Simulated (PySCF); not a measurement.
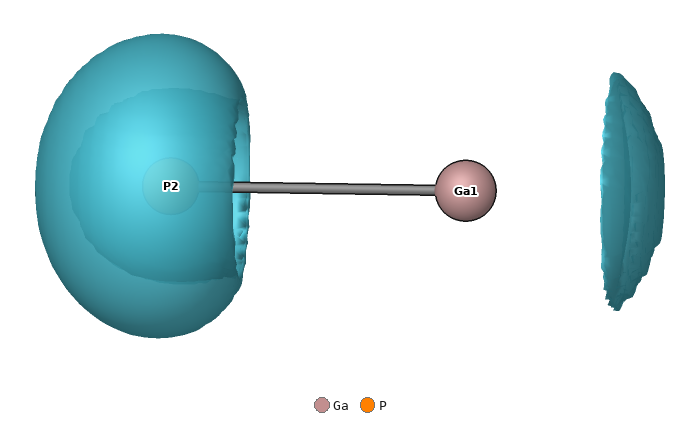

GaP (charge +1, quartet). Isosurface of the ELF at 0.85 (cyan), seen from one side. Core shells and regions of very low density are left out.

Computed with PBE0/cc-pVDZ(-PP), non-relativistic Hamiltonian with scalar-relativistic core potentials where named, at a bond length of 2.704 Å in PySCF.

```xyz
2

Ga    0.0000    0.0000   -0.8384
P     0.0000    0.0000    1.8656
```

> Identify the bonds, lone pairs and shells in this picture.

At this value the surface marks out one ring or bowl of non-bonding electrons around P and one lobe on Ga, pointing away from the bonds (non-bonding electrons).

Values along the shortest contacts:
Ga–P (2.70 Å): the ELF peaks at about 0.80 in the valence shell of P, 1.0 Å from its nucleus, and is about 0.55 at the midpoint.
